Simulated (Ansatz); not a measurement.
# C₃H₆BN: one species, many methods

Aim: compute C₃H₆BN with functionals from several rungs and with coupled cluster, and see how far each lands from CCSD(T) at the basis-set limit for the atomisation energy.

Program: Ansatz 0.2.0, Gaussian basis. Level of theory: functionals in def2-TZVPP, the program's frozen cores in correlated methods. These are calculated values, not measurements.

Levels to be run: LDA (SPW92), PBE-D4, revPBE-D4, BLYP-D4, r2SCAN-D4, B97M-V, PBE0-D4, B3LYP-D4, r2SCANh-D4, r2SCAN0-D4, HSE06-D4, BHLYP-D4, CAM-B3LYP-D4, LC-ωPBE, ωB97X-V, ωB97M-V, B2PLYP, PBE-QIDH; CCSD(T)/def2-SVP; CCSD(T)/def2-TZVPP; MP2/def2-QZVPP; extrapolation to the limit; RPA on PBE.

## (1) Structure used throughout

The geometry comes from an earlier relaxation with PBE0-D4 in a triple-zeta def2 set; it is a stationary point, not always the lowest conformer.

SMILES `BNC=C=C`, 11 atoms, charge 0, spin multiplicity 1.

Atoms are counted from 1 here; the program's logs count them from 0.

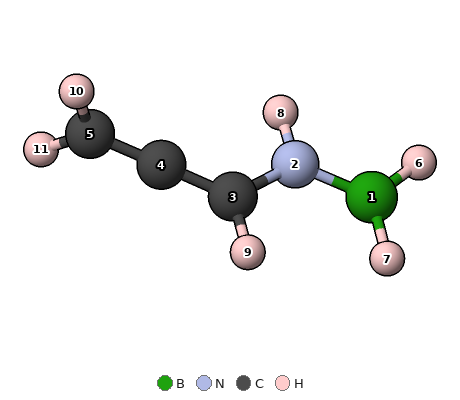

The structure; boron green, nitrogen light blue, carbon dark grey, hydrogen pink; atoms are numbered from 1 in the order of the file.

## (2) LDA

This LDA is Slater exchange with PW92 correlation.

The input, in.yaml:

```yaml
crystal:
  periodic: [false, false, false]
  atoms:
    - {symbol: B, position_ang: [-0.579283, 1.543493, 1.696697]}
    - {symbol: N, position_ang: [-0.030573, 0.492053, 0.966698]}
    - {symbol: C, position_ang: [-0.288980, 0.199931, -0.376702]}
    - {symbol: C, position_ang: [0.236262, -0.791822, -1.044863]}
    - {symbol: C, position_ang: [0.751326, -1.774522, -1.721634]}
    - {symbol: H, position_ang: [-0.262771, 1.667495, 2.841705]}
    - {symbol: H, position_ang: [-1.345575, 2.281581, 1.150249]}
    - {symbol: H, position_ang: [0.618763, -0.144600, 1.404573]}
    - {symbol: H, position_ang: [-0.986347, 0.878172, -0.858554]}
    - {symbol: H, position_ang: [1.681299, -1.659908, -2.272787]}
    - {symbol: H, position_ang: [0.271179, -2.748871, -1.764684]}
basis:
  gaussian: {orbitals: def2-TZVPP}
hamiltonian: {xc: lda}
output: {orbitals: {seedname: orbitals}}
```

The run is started by

```
$ ansatz run in.yaml --threads 2 --pin off --events-out ev --progress --plain --max-ram 4352MiB
```

After this run come: PBE-D4 (GGA); revPBE-D4 (GGA); BLYP-D4 (GGA); r2SCAN-D4 (meta-GGA); B97M-V (meta-GGA); B3LYP-D4 (hybrid); r2SCANh-D4 (hybrid); r2SCAN0-D4 (hybrid); HSE06-D4 (hybrid); BHLYP-D4 (hybrid); CAM-B3LYP-D4 (range-separated); LC-ωPBE (range-separated); ωB97X-V (range-separated); ωB97M-V (range-separated); B2PLYP (double hybrid); PBE-QIDH (double hybrid); CCSD(T) in def2-SVP; CCSD(T) in def2-TZVPP; MP2 in def2-QZVPP; RPA on PBE orbitals.

Before running them: what should the planned runs give, taken together? Wanted: atomisation energy, CCSD(T)/CBS; farthest beyond LDA; mean size of error, GGA; mean size of error, meta-GGA; mean size of error, hybrid; mean size of error, range-separated; mean size of error, double hybrid; gap, smallest and largest; T1 diagnostic.

As calculated:

```
                               quantity                                      value
        atomisation energy, CCSD(T)/CBS                              4496.4 kJ/mol
 functionals within 22.5 kJ/mol (0.5 %)      r2SCANh-D4, LC-ωPBE, B2PLYP, PBE-QIDH
                    farthest beyond LDA                     PBE-D4 (+173.0 kJ/mol)
                mean size of error, GGA                                98.4 kJ/mol
           mean size of error, meta-GGA                                43.1 kJ/mol
             mean size of error, hybrid                                57.3 kJ/mol
    mean size of error, range-separated                                38.1 kJ/mol
      mean size of error, double hybrid                                 4.0 kJ/mol
              gap, smallest and largest  4.28 eV (LDA (SPW92)), 11.10 eV (LC-ωPBE)
                          T1 diagnostic                                     0.0137
triples share of the correlation energy                                      4.4 %
```

What this shows: LDA overbinds by 706.6 kJ/mol (16 %). PBE-D4 is off by +173.0 kJ/mol. Double hybrids carry the basis error of their MP2 part in triple zeta, and no dispersion term here, so their miss is partly the set-up's. Taken by rung, double hybrid functionals do best (4.0 kJ/mol on average) and GGA ones worst beyond LDA (98.4 kJ/mol). Misses under about 22.5 kJ/mol are within the doubt on the reference itself, which lacks core-valence correlation, relativity and higher excitations. Hartree-Fock recovers 73 % of the binding; the rest is correlation. CCSD(T) in def2-SVP is off by -182.2 kJ/mol, more than most functionals: a good method in a small basis is no reference. Orbital gaps span 4.3 to 11.1 eV; exact exchange widens them.
